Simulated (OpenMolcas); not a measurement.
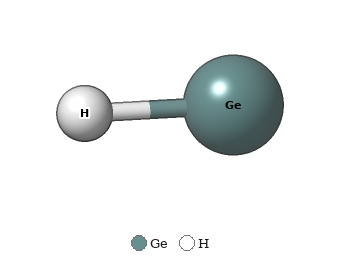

The molecule at the reference distance of 1.603 Å.

## Relativistic diatomic calculation: GeH (part 1 of 2)

- system: GeH.
- method: SA-CASSCF(5,5)/XMS-CASPT2 + RASSI spin-orbit (X2C scalar, AMFI), ANO-RCC-VTZP (OpenMolcas)

### Input
```
&GATEWAY
Coord
2
angstrom
Ge 0.0 0.0 0.0
H 0.0 0.0 1.6030
Basis=ANO-RCC-VTZP
Group=XY
RX2C
AMFI
ANGMom
0.0 0.0 0.0
RICD
&SEWARD
&GUESSORB
&RASSCF
FileOrb=$CurrDir/o22.orb
Symmetry=2
Spin=2
nActEl=5 0 0
Inactive=8 6
RAS2=3 2
CIRoot=2 2 1
Linear
Iterations=120 100
OrbListing=Nothing
PRWF=0.15
>>COPY $Project.RasOrb $CurrDir/o22.orb
>>COPY $Project.rasscf.h5 $CurrDir/r22.h5
&CASPT2
XMultistate=all
Imaginary=0.2
IPEA=0.25
MaxIter=40
>>COPY $Project.JobMix JOB001
&RASSCF
FileOrb=$CurrDir/o41.orb
Symmetry=1
Spin=4
nActEl=5 0 0
Inactive=8 6
RAS2=3 2
CIRoot=2 2 1
Linear
Iterations=120 100
OrbListing=Nothing
PRWF=0.15
>>COPY $Project.RasOrb $CurrDir/o41.orb
>>COPY $Project.rasscf.h5 $CurrDir/r41.h5
&CASPT2
XMultistate=all
Imaginary=0.2
IPEA=0.25
MaxIter=40
>>COPY $Project.JobMix JOB002
&RASSCF
FileOrb=$CurrDir/o21.orb
Symmetry=1
Spin=2
nActEl=5 0 0
Inactive=8 6
RAS2=3 2
CIRoot=5 5 1
Linear
Iterations=120 100
OrbListing=Nothing
PRWF=0.15
>>COPY $Project.RasOrb $CurrDir/o21.orb
>>COPY $Project.rasscf.h5 $CurrDir/r21.h5
&CASPT2
XMultistate=all
Imaginary=0.2
IPEA=0.25
MaxIter=40
>>COPY $Project.JobMix JOB003
&RASSCF
FileOrb=$CurrDir/o42.orb
Symmetry=2
Spin=4
nActEl=5 0 0
Inactive=8 6
RAS2=3 2
CIRoot=2 2 1
Linear
Iterations=120 100
OrbListing=Nothing
PRWF=0.15
>>COPY $Project.RasOrb $CurrDir/o42.orb
>>COPY $Project.rasscf.h5 $CurrDir/r42.h5
&CASPT2
XMultistate=all
Imaginary=0.2
IPEA=0.25
MaxIter=40
>>COPY $Project.JobMix JOB004
&RASSI
Nr of JobIphs=4 2 2 5 2
1 2
1 2
1 2 3 4 5
1 2
SpinOrbit
EJob
Omega
MEES
MESO
Properties=4
'AngMom' 3 'Mltpl  1' 1 'Mltpl  1' 2 'Mltpl  1' 3
Thrs=1.0d-4
>>COPY $Project.rassi.h5 $CurrDir/so.h5
```

The first orbital files come from an earlier step.

Command:
```bash
pymolcas m.inp (one call a module block, same work directory)
```

### The program's output (extracts)
```
++    Wave function specifications:
      Number of closed shell electrons          28
      Number of electrons in active shells       5
      Number of inactive orbitals               14
      Number of active orbitals                  5
      Number of secondary orbitals              38
      Spin quantum number                      0.5
      State symmetry                             2
++    Orbital specifications:
      Symmetry species                           1   2
                                                 a   b
      Frozen orbitals                            0   0
      Inactive orbitals                          8   6
      Active orbitals                            3   2
      RAS2 orbitals                              3   2
      Secondary orbitals                        20  18
      Number of basis functions                 31  26
      printout of CI-coefficients larger than  0.15 for root  1
      energy=   -2097.661742
      conf/sym  111 22     Coeff  Weight
            11  022 u0  -0.98383 0.96792
      printout of CI-coefficients larger than  0.15 for root  2
      energy=   -2097.661742
      conf/sym  111 22     Coeff  Weight
            12  022 0u  -0.98383 0.96792
      Natural orbitals and occupation numbers for root  1
      sym 1:   0.031316   1.976707   1.960120
      sym 2:   1.000000   0.031857
      Natural orbitals and occupation numbers for root  2
      sym 1:   0.031316   1.976707   1.960120
      sym 2:   0.031857   1.000000
      RASSCF energy for state  2                  -2097.66174218
::    RASSCF root number  1 Total energy:  -2097.66174218
::    RASSCF root number  2 Total energy:  -2097.66174218
      Von Neumann Entropy (Root   1) =  0.73421
++    Wave function specifications:
      Number of closed shell electrons           0
      Number of electrons in active shells       5
      Number of inactive orbitals                0
      Number of active orbitals                  5
      Number of secondary orbitals              38
      Spin quantum number                      0.5
      State symmetry                             2
      Number of CSFs                            36
      Number of CASSCF root(s) available         2
      CASPT2 state passed to geometry opt.       2
      A file JOBMIX will be created
      This is a MULTI-STATE CASSCF reference
      Number of CI roots used                    2
      These are:                                 1   2
      Off-diagonal elements of Heff are computed
  FINAL CASPT2 RESULT:
      Reference energy:       -2097.6617421766
      E2 (Non-variational):      -0.0540266471
      Shift correction:          -0.0007682443
      E2 (Variational):          -0.0547948914
      Total energy:           -2097.7165370679
      Reference weight:           0.97142
  FINAL CASPT2 RESULT:
      Reference energy:       -2097.6617421762
      E2 (Non-variational):      -0.0540266506
      Shift correction:          -0.0007682445
      E2 (Variational):          -0.0547948950
      Total energy:           -2097.7165370712
      Reference weight:           0.97142
       Total XMS-CASPT2 energies:
::    XMS-CASPT2 Root  1     Total energy:  -2097.71653707
::    XMS-CASPT2 Root  2     Total energy:  -2097.71653707
++    Wave function specifications:
      Number of closed shell electrons          28
      Number of electrons in active shells       5
      Number of inactive orbitals               14
      Number of active orbitals                  5
      Number of secondary orbitals              38
      Spin quantum number                      1.5
      State symmetry                             1
      printout of CI-coefficients larger than  0.15 for root  1
      energy=   -2097.601986
      conf/sym  111 22     Coeff  Weight
             5  02u uu   0.96713 0.93534
             8  0u2 uu   0.17150 0.02941
      printout of CI-coefficients larger than  0.15 for root  2
      energy=   -2097.422860
      conf/sym  111 22     Coeff  Weight
             2  u20 uu  -0.40019 0.16015
             5  02u uu   0.18268 0.03337
             8  0u2 uu  -0.88133 0.77675
      Natural orbitals and occupation numbers for root  1
      sym 1:   0.035847   1.962733   1.001420
      sym 2:   1.000000   1.000000
      Natural orbitals and occupation numbers for root  2
      sym 1:   0.204439   1.125982   1.669579
      sym 2:   1.000000   1.000000
      RASSCF energy for state  2                  -2097.42285972
::    RASSCF root number  1 Total energy:  -2097.60198615
::    RASSCF root number  2 Total energy:  -2097.42285972
      Von Neumann Entropy (Root   1) =  1.63031
++    Wave function specifications:
      Number of closed shell electrons           0
      Number of electrons in active shells       5
      Number of inactive orbitals                0
      Number of active orbitals                  5
      Number of secondary orbitals              38
      Spin quantum number                      1.5
      State symmetry                             1
      Number of CSFs                            12
      Number of CASSCF root(s) available         2
      CASPT2 state passed to geometry opt.       2
      A file JOBMIX will be created
      This is a MULTI-STATE CASSCF reference
      Number of CI roots used                    2
      These are:                                 1   2
      Off-diagonal elements of Heff are computed
  FINAL CASPT2 RESULT:
      Reference energy:       -2097.6019861501
      E2 (Non-variational):      -0.0493666822
      Shift correction:          -0.0009370107
      E2 (Variational):          -0.0503036929
      Total energy:           -2097.6522898430
      Reference weight:           0.97060
  FINAL CASPT2 RESULT:
      Reference energy:       -2097.4228597224
      E2 (Non-variational):      -0.0439376131
      Shift correction:          -0.0028122218
      E2 (Variational):          -0.0467498349
      Total energy:           -2097.4696095573
      Reference weight:           0.96404
       Total XMS-CASPT2 energies:
::    XMS-CASPT2 Root  1     Total energy:  -2097.65175271
::    XMS-CASPT2 Root  2     Total energy:  -2097.47014669
++    Wave function specifications:
      Number of closed shell electrons          28
      Number of electrons in active shells       5
      Number of inactive orbitals               14
      Number of active orbitals                  5
      Number of secondary orbitals              38
      Spin quantum number                      0.5
      State symmetry                             1
      printout of CI-coefficients larger than  0.15 for root  1
      energy=   -2097.541475
      conf/sym  111 22     Coeff  Weight
            21  02u du  -0.84210 0.70913
            22  02u ud   0.48618 0.23638
            25  uud du  -0.16319 0.02663
      printout of CI-coefficients larger than  0.15 for root  2
      energy=   -2097.531957
      conf/sym  111 22     Coeff  Weight
            20  02u 20  -0.69715 0.48601
            23  02u 02   0.69715 0.48601
      printout of CI-coefficients larger than  0.15 for root  3
      energy=   -2097.531957
      conf/sym  111 22     Coeff  Weight
            21  02u du   0.49296 0.24301
            22  02u ud   0.85383 0.72902
      printout of CI-coefficients larger than  0.15 for root  4
      energy=   -2097.506625
      conf/sym  111 22     Coeff  Weight
            20  02u 20   0.69027 0.47648
            23  02u 02   0.69027 0.47648
      printout of CI-coefficients larger than  0.15 for root  5
      energy=   -2097.448860
      conf/sym  111 22     Coeff  Weight
             1  22u 00  -0.17244 0.02973
             3  u22 00  -0.94691 0.89663
      Natural orbitals and occupation numbers for root  1
      sym 1:   0.042585   1.956860   1.000555
      sym 2:   1.000000   1.000000
      Natural orbitals and occupation numbers for root  2
      sym 1:   0.027633   1.972383   0.999984
      sym 2:   1.000000   1.000000
      Natural orbitals and occupation numbers for root  3
      sym 1:   0.027633   1.972383   0.999984
      sym 2:   1.000000   1.000000
      Natural orbitals and occupation numbers for root  4
      sym 1:   0.032746   1.946177   0.996390
      sym 2:   1.012344   1.012344
      Natural orbitals and occupation numbers for root  5
      sym 1:   0.963072   1.931797   1.964151
      sym 2:   0.070490   0.070490
      RASSCF energy for state  5                  -2097.44886014
::    RASSCF root number  1 Total energy:  -2097.54147530
::    RASSCF root number  2 Total energy:  -2097.53195732
::    RASSCF root number  3 Total energy:  -2097.53195732
::    RASSCF root number  4 Total energy:  -2097.50662517
::    RASSCF root number  5 Total energy:  -2097.44886014
      Von Neumann Entropy (Root   1) =  1.64891
++    Wave function specifications:
      Number of closed shell electrons           0
      Number of electrons in active shells       5
      Number of inactive orbitals                0
      Number of active orbitals                  5
      Number of secondary orbitals              38
      Spin quantum number                      0.5
      State symmetry                             1
      Number of CSFs                            39
      Number of CASSCF root(s) available         5
      CASPT2 state passed to geometry opt.       5
      A file JOBMIX will be created
      This is a MULTI-STATE CASSCF reference
      Number of CI roots used                    5
      These are:                                 1   2   3   4   5
      Off-diagonal elements of Heff are computed
  FINAL CASPT2 RESULT:
      Reference energy:       -2097.5414752987
      E2 (Non-variational):      -0.0518859452
      Shift correction:          -0.0009273618
      E2 (Variational):          -0.0528133070
      Total energy:           -2097.5942886057
      Reference weight:           0.96948
  FINAL CASPT2 RESULT:
      Reference energy:       -2097.5319573227
      E2 (Non-variational):      -0.0612732618
      Shift correction:          -0.0013696819
      E2 (Variational):          -0.0626429437
      Total energy:           -2097.5946002664
      Reference weight:           0.96093
  FINAL CASPT2 RESULT:
      Reference energy:       -2097.5319573227
      E2 (Non-variational):      -0.0612787774
      Shift correction:          -0.0013702545
      E2 (Variational):          -0.0626490319
      Total energy:           -2097.5946063546
      Reference weight:           0.96092
  FINAL CASPT2 RESULT:
      Reference energy:       -2097.5066251747
      E2 (Non-variational):      -0.0574071634
      Shift correction:          -0.0012280860
      E2 (Variational):          -0.0586352494
      Total energy:           -2097.5652604241
      Reference weight:           0.96429
  FINAL CASPT2 RESULT:
      Reference energy:       -2097.4488601416
      E2 (Non-variational):      -0.0778838323
      Shift correction:          -0.0013168365
      E2 (Variational):          -0.0792006689
      Total energy:           -2097.5280608105
      Reference weight:           0.95029
       Total XMS-CASPT2 energies:
::    XMS-CASPT2 Root  1     Total energy:  -2097.59460635
::    XMS-CASPT2 Root  2     Total energy:  -2097.59460027
::    XMS-CASPT2 Root  3     Total energy:  -2097.59428861
::    XMS-CASPT2 Root  4     Total energy:  -2097.56541302
::    XMS-CASPT2 Root  5     Total energy:  -2097.52790821
++    Wave function specifications:
      Number of closed shell electrons          28
      Number of electrons in active shells       5
      Number of inactive orbitals               14
      Number of active orbitals                  5
      Number of secondary orbitals              38
      Spin quantum number                      1.5
      State symmetry                             2
      printout of CI-coefficients larger than  0.15 for root  1
      energy=   -2097.441141
      conf/sym  111 22     Coeff  Weight
             3  u2u u0   0.98951 0.97913
      printout of CI-coefficients larger than  0.15 for root  2
      energy=   -2097.441141
      conf/sym  111 22     Coeff  Weight
             4  u2u 0u  -0.98951 0.97913
      Natural orbitals and occupation numbers for root  1
      sym 1:   0.989353   1.970491   1.000000
      sym 2:   1.000000   0.040155
      Natural orbitals and occupation numbers for root  2
      sym 1:   0.989353   1.970491   1.000000
      sym 2:   0.040155   1.000000
      RASSCF energy for state  2                  -2097.44114121
::    RASSCF root number  1 Total energy:  -2097.44114121
::    RASSCF root number  2 Total energy:  -2097.44114121
      Von Neumann Entropy (Root   1) =  1.63665
++    Wave function specifications:
      Number of closed shell electrons           0
      Number of electrons in active shells       5
      Number of inactive orbitals                0
      Number of active orbitals                  5
      Number of secondary orbitals              38
      Spin quantum number                      1.5
      State symmetry                             2
      Number of CSFs                            12
      Number of CASSCF root(s) available         2
      CASPT2 state passed to geometry opt.       2
      A file JOBMIX will be created
      This is a MULTI-STATE CASSCF reference
      Number of CI roots used                    2
      These are:                                 1   2
      Off-diagonal elements of Heff are computed
  FINAL CASPT2 RESULT:
      Reference energy:       -2097.4411412113
      E2 (Non-variational):      -0.0532402312
      Shift correction:          -0.0009725143
      E2 (Variational):          -0.0542127455
      Total energy:           -2097.4953539569
      Reference weight:           0.96851
  FINAL CASPT2 RESULT:
      Reference energy:       -2097.4411412112
      E2 (Non-variational):      -0.0532402445
      Shift correction:          -0.0009725153
      E2 (Variational):          -0.0542127598
      Total energy:           -2097.4953539709
      Reference weight:           0.96851
       Total XMS-CASPT2 energies:
::    XMS-CASPT2 Root  1     Total energy:  -2097.49535397
::    XMS-CASPT2 Root  2     Total energy:  -2097.49535396
  SPIN-FREE ENERGIES:
  (Shifted by EMIN (a.u.) =      -2097.7165370713)
 SF State       Relative EMIN(au)   Rel lowest level(eV)    D:o, cm**(-1)      Abs_M
     1             0.0000000000        0.0000000000              0.0000         1.0
     2             0.0000000035        0.0000000961              0.0008         1.0
     3             0.0647843638        1.7628723458          14218.5244         0.0
     5             0.1219307168        3.3179038289          26760.6991         2.0
     6             0.1219368050        3.3180694971          26762.0353         2.0
     7             0.1222484656        3.3265502155          26830.4369         0.0
     8             0.1511240513        4.1122949310          33167.8954         0.0
     9             0.1886288568        5.1328526805          41399.2488         0.0
    10             0.2211831004        6.0186987761          48544.0794         1.0
    11             0.2211831145        6.0186991598          48544.0825         1.0
     4             0.2463903786        6.7046237585          54076.4375         0.0
```

(Continued in part 2.) Outcome of the run: converged.
